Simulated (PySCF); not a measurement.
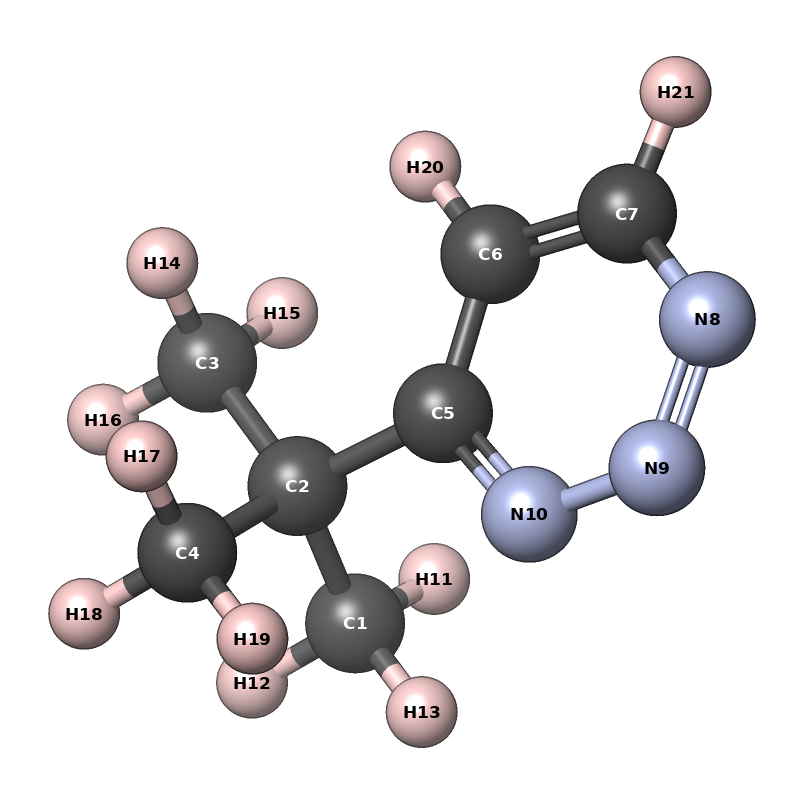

The geometry was computed by an optimisation with PBE0-D3(BJ)/def2-SVP. No frequency run is at hand to confirm it as a minimum. Method: GIAO PBE0/pcSseg-1 NMR shielding, non-relativistic, gas phase (PySCF 2.14.0), and the same with a continuum solvent (IEF-PCM, Bondi radii x 1.2, gas-phase geometry).

How do dipole (D), HOMO–LUMO gap (eV), σ(N9) (ppm), σ(N8) (ppm), σ(N10) (ppm) change in benzene (ε = 2.3), acetone (ε = 20.5)?

```csv
medium,dipole (D),HOMO–LUMO gap (eV),σ(N9) (ppm),σ(N8) (ppm),σ(N10) (ppm)
gas phase,5.11,5.40,−275.4,−172.0,−184.1
benzene,5.92,5.52,−260.9,−164.3,−179.7
acetone,7.01,5.66,−243.6,−155.6,−172.8
```
